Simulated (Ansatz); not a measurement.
**AlSiH4O (SMILES [AlH][O][SiH3]) at UB3LYP/6-31G(d) (Cartesian functions)**

What is the vertical electron affinity of AlSiH4O at UB3LYP/6-31G* (Cartesian functions)? 

The results are computed with Ansatz 0.2.0.

63 further runs of the same task are left out: 63 set aside as unsound or not needed.

## (1) The system as given

The species is AlSiH4O (7 atoms), meant as a doublet with charge 0. SMILES: `[AlH][O][SiH3]`. The shape is that of a PBE0-D4/def2-TZVP optimisation. This is one conformer, not always the lowest.

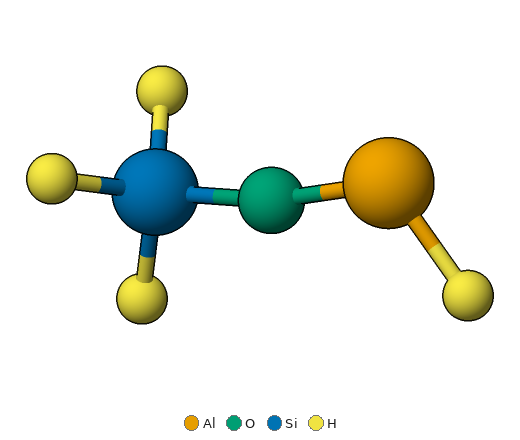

Viewed from a chosen angle; aluminium amber, oxygen teal, silicon blue, hydrogen yellow.

## (2) The energy at UB3LYP/6-31G(d) (Cartesian functions)

Contents of in.yaml:

```yaml
crystal:
  periodic: [false, false, false]
  atoms:
    - {symbol: Al, position_ang: [-1.643700, -1.503700, -0.201100]}
    - {symbol: O, position_ang: [-0.403000, -0.368600, -0.047300]}
    - {symbol: Si, position_ang: [0.870900, 0.567400, 0.335800]}
    - {symbol: H, position_ang: [-2.580100, -1.352800, -1.500200]}
    - {symbol: H, position_ang: [1.204400, 1.463600, -0.802700]}
    - {symbol: H, position_ang: [0.554900, 1.401200, 1.526200]}
    - {symbol: H, position_ang: [2.057800, -0.275200, 0.643500]}
basis:
  gaussian:
    orbitals: "6-31G*"
magnetization:
  spin_polarized: true
  initial_magnetization: 1
hamiltonian:
  xc: {name: B3LYP}
accuracy: high
output:
  orbitals: {seedname: orbitals}
```

Command:

```
$ ansatz run in.yaml --threads 1 --pin off --max-ram 3480MiB --events-out events.jsonl --progress --plain --runs-dir runs
```

The log of the run:

```text
Warning: RAYON_NUM_THREADS=1 ignored (pool sized by the plan → 1); use --threads N
Functional definition: B3LYP
  name "B3LYP"
  parameter a0 = 0.2
  parameter ax = 0.72
  parameter ac = 0.81
  exchange = (1 - a0 - ax)*slater_x + ax*b88_x + a0*exact_x
  correlation = (1 - ac)*vwn_rpa_c + ac*lyp_c
1264 factors; integrals over basis functions are off by at most 3.5e-9 eV
mean field evaluation 1: about -16581.5226 eV, gradient 4.1e1 eV
mean field evaluation 2: about -16535.9443 eV, gradient 1.0e2 eV
mean field evaluation 4: about -16587.6805 eV, gradient 2.0e0 eV
mean field evaluation 8: about -16587.8238 eV, gradient 7.7e-2 eV
mean field evaluation 16: about -16587.8238 eV, gradient 1.4e-4 eV
mean field -16587.82384536 eV, -609.5912826863 hartree, gradient 4.3e-8 eV, S^2 0.752839; 0 other end points of the search recorded, 0 dependent functions left out
reference -16587.82388609 eV, -609.5912841829 hartree; 20, 19 occupied and 41, 42 virtual orbitals, 1264 factors
Total energy: -16587.82388609 eV, -609.5912841829 hartree
```

It took 9 s on 1 thread of Arm Neoverse V1, shared host; peak memory 0.26 GiB.

## (3) The singlet anion at the same level

Contents of in.yaml:

```yaml
crystal:
  periodic: [false, false, false]
  atoms:
    - symbol: Al
      position_ang: [-1.643700, -1.503700, -0.201100]
    - symbol: O
      position_ang: [-0.403000, -0.368600, -0.047300]
    - symbol: Si
      position_ang: [0.870900, 0.567400, 0.335800]
    - symbol: H
      position_ang: [-2.580100, -1.352800, -1.500200]
    - symbol: H
      position_ang: [1.204400, 1.463600, -0.802700]
    - symbol: H
      position_ang: [0.554900, 1.401200, 1.526200]
    - symbol: H
      position_ang: [2.057800, -0.275200, 0.643500]
basis:
  gaussian: {orbitals: "6-31G*"}
total_charge: -1
hamiltonian: {xc: {name: B3LYP}}
accuracy: high
output: {orbitals: {seedname: orbitals}}
```

Command:

```
$ ansatz run in.yaml --threads 1 --pin off --max-ram 3480MiB --events-out events.jsonl --progress --plain --runs-dir runs
```

The log of the run, shortened:

```text
Warning: RAYON_NUM_THREADS=1 ignored (pool sized by the plan → 1); use --threads N
[... 7 set-up lines as earlier in the session ...]
1265 factors; integrals over basis functions are off by at most 3.5e-9 eV
mean field evaluation 1: about -16587.0451 eV, gradient 2.1e1 eV
mean field evaluation 2: about -16586.8867 eV, gradient 2.6e1 eV
mean field evaluation 4: about -16588.2647 eV, gradient 1.2e0 eV
mean field evaluation 8: about -16588.3769 eV, gradient 5.6e-2 eV
mean field evaluation 16: about -16588.3769 eV, gradient 1.5e-5 eV
mean field -16588.37691326 eV, -609.6116075568 hartree, gradient 2.7e-8 eV, S^2 0.000000; 0 other end points of the search recorded, 0 dependent functions left out
reference -16588.37695336 eV, -609.6116090302 hartree; 20, 20 occupied and 41, 41 virtual orbitals, 1265 factors
Total energy: -16588.37695336 eV, -609.6116090302 hartree
```

It took 5.4 s on 1 thread of Arm Neoverse V1, shared host; peak memory 0.18 GiB.

## (4) Outcome

Level: UB3LYP/6-31G* (Cartesian functions).

```
                                                            quantity          value
                                       doublet AlSiH4O: total energy  -609.59128 Eh
                 doublet AlSiH4O: HOMO energy (highest over α and β)       -5.41 eV
                  doublet AlSiH4O: LUMO energy (lowest over α and β)       -2.61 eV
                                               doublet AlSiH4O: ⟨S²⟩          0.753
                                         singlet anion: total energy  -609.61161 Eh
                                          singlet anion: HOMO energy        1.56 eV
                                          singlet anion: LUMO energy        4.06 eV
singlet anion: HOMO–LUMO gap (to an unbound level, set by the basis)        2.50 eV
                   vertical electron affinity (to the singlet anion)       0.553 eV
```

At fixed nuclei the extra electron is bound by 0.55 eV (12.8 kcal/mol). The basis has no diffuse functions, so the error can be as large as this value. The HOMO (singlet anion) lies at positive energy, 1.56 eV; only total energies tell whether the electron is bound.
